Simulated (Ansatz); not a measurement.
**Profile along the F–Na line in NaF (rock salt)**

NaF (rock salt)

Space group Fm-3m (No. 225); a = 4.702 Å, b = 4.702 Å, c = 4.702 Å, α = 90.00°, β = 90.00°, γ = 90.00°

| atom | site | symmetry | x | y | z |
|---|---|---|---|---|---|
| F | 4a | m-3m | 0.0000 | 0.0000 | 0.0000 |
| Na | 4b | m-3m | 0.5000 | 0.5000 | 0.5000 |
(The calculation used a cell of 2 atoms; values per cell refer to that cell.)

Fields along a shortest F–Na line of a {100} plane (2.35 Å), from F to Na, interpolated on the slice's grid (step about 0.1 Å). All values below come from PBE (plane waves to 420 eV, PAW, scalar-relativistic; Ansatz, a first-principles code). k mesh 12×12×12. Near the nuclei the fields are pseudised (PAW); where an atom keeps semicore shells as valence, they peak there. NaF was relaxed with its symmetry unable to fall. The relaxed volume of NaF is well above the measured one; the method has no dispersion term.

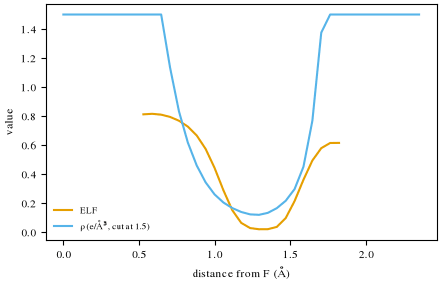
Figure: ELF (away from the nuclei) and valence density from F to Na.

Density on the F–Na line (2.35 Å) at its density minimum, 1.3 Å from F: 0.12 e/Å³. ELF at that point: 0.0. Character of the F–Na contact (rough rule: ELF there above 0.7 covalent, below 0.2 ionic, polar between): closed-shell (ionic).
